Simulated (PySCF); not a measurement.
# Al2H4F2 (SMILES [F+]1[AlH2-][F+][AlH2-]1) at HF/def2-SVP

What is the vertical ionisation energy of Al2H4F2 at HF/def2-SVP? 

The calculation is run with PySCF 2.14.0.

### Step 1. Starting point

Al2H4F2 has 8 atoms, charge 0, and is taken as a singlet. As SMILES, `[F+]1[AlH2-][F+][AlH2-]1`. The shape comes from GFN2-xTB, which is rough for such elements, and wasn't checked as a minimum.

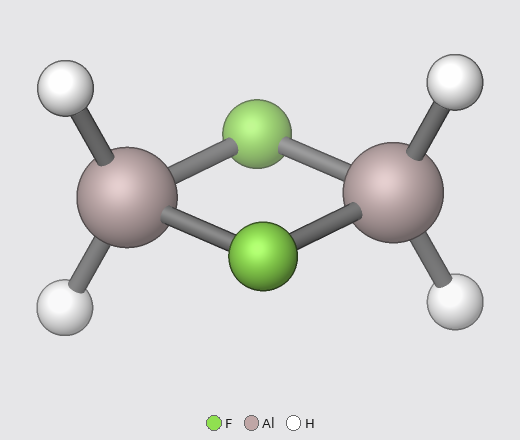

Viewed from a chosen angle; fluorine green, aluminium light grey, hydrogen white.

### Step 2. The energy at HF/def2-SVP

job.py reads:

```python
# [F+]1[AlH2-][F+][AlH2-]1
from pyscf import gto, scf

system = gto.Mole()
system.atom = '''
F     -1.342802     0.107374     1.759089
Al     0.211366     2.641554     0.021165
F      1.334468    -0.106259    -1.762453
Al    -0.212745    -2.639607    -0.019219
H     -1.748942     4.045960    -1.570627
H      2.391921     3.685419     1.600088
H      1.753760    -4.038194     1.568907
H     -2.387045    -3.696229    -1.596970
'''
system.max_memory = 1860
system.basis = 'def2-svp'
system.verbose = 4
system.unit = 'bohr'
system.build()

calc0 = scf.RHF(system)
calc0.conv_tol = 1e-10
calc0.kernel()
if not calc0.converged:
    calc0 = calc0.newton().run(calc0.mo_coeff, calc0.mo_occ)

etot = calc0.e_tot
print('E = %.10f Eh' % etot)
```

Started as:

```sh
$ OMP_NUM_THREADS=1 python job.py
```

Standard output:

```text
PySCF version 2.14.0

[INPUT] num. atoms = 8
[INPUT] num. electrons = 48
[INPUT] charge = 0
[INPUT] spin (= nelec alpha-beta = 2S) = 0
[INPUT] symmetry False subgroup None
[INPUT] Mole.unit = bohr
[INPUT] Symbol           X                Y                Z      unit          X                Y                Z       unit  Magmom
[INPUT]  1 F     -0.710580217178   0.056819873845   0.930869810780 AA   -1.342802000000   0.107374000000   1.759089000000 Bohr   0.0
[INPUT]  2 Al     0.111850070363   1.397850178215   0.011200035669 AA    0.211366000000   2.641554000000   0.021165000000 Bohr   0.0
[INPUT]  3 F      0.706170054302  -0.056229841255  -0.932649962918 AA    1.334468000000  -0.106259000000  -1.762453000000 Bohr   0.0
[INPUT]  4 Al    -0.112579805737  -1.396819870185  -0.010170256817 AA   -0.212745000000  -2.639607000000  -0.019219000000 Bohr   0.0
[INPUT]  5 H     -0.925500249621   2.141029828294  -0.831140015256 AA   -1.748942000000   4.045960000000  -1.570627000000 Bohr   0.0
[INPUT]  6 H      1.265750083521   1.950239747492   0.846730105067 AA    2.391921000000   3.685419000000   1.600088000000 Bohr   0.0
[INPUT]  7 H      0.928049825423  -2.136920238074   0.830229830453 AA    1.753760000000  -4.038194000000   1.568907000000 Bohr   0.0
[INPUT]  8 H     -1.263169815441  -1.955960153142  -0.845080130523 AA   -2.387045000000  -3.696229000000  -1.596970000000 Bohr   0.0

nuclear repulsion = 225.896720049221
number of shells = 40
number of NR pGTOs = 148
number of NR cGTOs = 84
basis = def2-svp
ecp = {}

******** <class 'pyscf.scf.hf.RHF'> ********
method = RHF
initial guess = minao
damping factor = 0
level_shift factor = 0
DIIS = <class 'pyscf.scf.diis.CDIIS'>
diis_start_cycle = 1
diis_space = 8
diis_damp = 0
SCF conv_tol = 1e-10
SCF conv_tol_grad = None
SCF max_cycles = 50
direct_scf = True
direct_scf_tol = 1e-13
Set gradient conv threshold to 1e-05
Initial guess from minao.
init E= -684.675186876461
  HOMO = -0.346856968129121  LUMO = 0.0369627403454316  gap/eV = 10.44427
cycle= 1 E= -684.843509949581  delta_E= -0.168  |g|= 0.558  |ddm|= 2.39
  HOMO = -0.448197521066324  LUMO = 0.0907348799599004  gap/eV = 14.66510
cycle= 2 E= -684.903184481916  delta_E= -0.0597  |g|= 0.301  |ddm|= 0.577
  HOMO = -0.445712124391183  LUMO = 0.0910882626290732  gap/eV = 14.60708
cycle= 3 E= -684.918171447383  delta_E= -0.015  |g|= 0.0432  |ddm|=  0.2
  HOMO = -0.4427660959751  LUMO = 0.0948238813958047  gap/eV = 14.62857
cycle= 4 E= -684.91893142291  delta_E= -0.00076  |g|= 0.00446  |ddm|= 0.0784
  HOMO = -0.44338409983802  LUMO = 0.0944964252190239  gap/eV = 14.63647
cycle= 5 E= -684.918941129221  delta_E= -9.71e-06  |g|= 0.000673  |ddm|= 0.0102
  HOMO = -0.443472822170454  LUMO = 0.0944283475159655  gap/eV = 14.63704
cycle= 6 E= -684.918941382928  delta_E= -2.54e-07  |g|= 0.000139  |ddm|= 0.00161
  HOMO = -0.443478191814615  LUMO = 0.0944231565361973  gap/eV = 14.63704
cycle= 7 E= -684.918941393265  delta_E= -1.03e-08  |g|= 2.74e-05  |ddm|= 0.000252
  HOMO = -0.443477453724183  LUMO = 0.0944232177247084  gap/eV = 14.63702
cycle= 8 E= -684.918941393679  delta_E= -4.13e-10  |g|= 4.43e-06  |ddm|= 4.97e-05
  HOMO = -0.443477544265034  LUMO = 0.0944230268783408  gap/eV = 14.63702
cycle= 9 E= -684.918941393686  delta_E= -6.82e-12  |g|= 1.46e-06  |ddm|= 7.63e-06
  HOMO = -0.443477553507097  LUMO = 0.0944230190208275  gap/eV = 14.63702
Extra cycle  E= -684.91894139369  delta_E= -4.21e-12  |g|= 9.07e-07  |ddm|= 1.38e-06
converged SCF energy = -684.91894139369
E = -684.9189413937 Eh
```

Run time: 1.5 s. Hardware: 1 thread of Arm Neoverse V1, shared host; peak memory 0.15 GiB.

### Step 3. The doublet cation

input.py reads:

```python
from pyscf import gto, scf

mol = gto.Mole()
mol.atom = '''
F     -1.342802     0.107374     1.759089
Al     0.211366     2.641554     0.021165
F      1.334468    -0.106259    -1.762453
Al    -0.212745    -2.639607    -0.019219
H     -1.748942     4.045960    -1.570627
H      2.391921     3.685419     1.600088
H      1.753760    -4.038194     1.568907
H     -2.387045    -3.696229    -1.596970
'''
mol.basis = 'def2-svp'
mol.unit = 'bohr'
mol.spin = 1
mol.charge = 1
mol.max_memory = 1860
mol.verbose = 3
mol.build()

mf = scf.UHF(mol)
mf.conv_tol = 1e-10
mf.kernel()
if not mf.converged:
    mf = mf.newton().run(mf.mo_coeff, mf.mo_occ)

etot = mf.e_tot
print('E = %.10f Eh' % etot)
```

Started as:

```sh
$ OMP_NUM_THREADS=1 python input.py
```

Standard output:

```text
converged SCF energy = -684.489020090693  <S^2> = 0.80426434  2S+1 = 2.0535475
E = -684.4890200907 Eh
```

It took 2.7 s on 1 thread of Arm Neoverse V1, shared host; peak memory 0.15 GiB.

### Step 4. Results

Level: HF/def2-SVP.

| quantity | value |
| --- | --- |
| singlet Al2H4F2: total energy | -684.91894 Eh |
| singlet Al2H4F2: dipole moment | 0.02 D |
| singlet Al2H4F2: HOMO energy | -12.07 eV |
| singlet Al2H4F2: LUMO energy | 2.57 eV |
| singlet Al2H4F2: HOMO–LUMO gap | 14.64 eV |
| doublet cation: total energy | -684.48902 Eh |
| doublet cation: HOMO energy (highest over α and β) | -14.62 eV |
| doublet cation: LUMO energy (lowest over α and β) | -11.21 eV |
| doublet cation: ⟨S²⟩ | 0.804 |
| vertical ionisation energy (to the doublet cation) | 11.699 eV |

In words: Removing an electron at fixed nuclei costs 11.70 eV (1129 kJ/mol). −ε(HOMO) before ionisation, 12.07 eV, is 0.37 eV above this ionisation energy. Mulliken charges (doublet cation) run from -0.55 on F1 to +1.18 on Al2; they depend strongly on the basis.
